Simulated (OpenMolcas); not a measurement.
# GeH2ClF: a line through the functionals

The species is GeH2ClF (5 atoms), meant as a singlet with charge 0. SMILES: `[F][GeH2][Cl]`. The coordinates come from a PBE0-D4/def2-TZVP relaxation.

The dipole moment y, in D, basis aug-cc-pVDZ; a is the functional's share of exact exchange. Programs: OpenMolcas 26.06.

```
functional     program     a  y (D)
    r2SCAN  OpenMolcas     0   2.28
      BLYP  OpenMolcas     0   2.21
     B3LYP  OpenMolcas   0.2      ?
      PBE0  OpenMolcas  0.25   2.34
     BHLYP  OpenMolcas   0.5   2.47
```

Q: Fit y = c + s·a to the known rows and predict B3LYP.

A: 
1. Means of the 4 rows: a = 0.1875, y = 2.325.
2. Σ(Δa)² = 0.17188, Σ(Δa·Δy) = 0.07625, so the slope is 0.07625/0.17188 = 0.44362.
3. Intercept: 2.325 − (0.44362) × 0.1875 = 2.242. The largest residual of the fit is 0.038.
4. B3LYP: 2.242 + (0.44362) × 0.2 = 2.33 D.

The run gave 2.33 D, so the prediction is off by 0.00 D: they agree to the digits shown. More exact exchange makes the molecule more polar here. The rows mix families of semi-local functionals, which the line can't see.

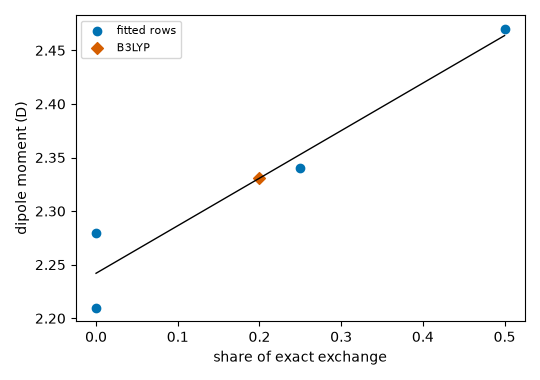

The fitted line, with the withheld row.
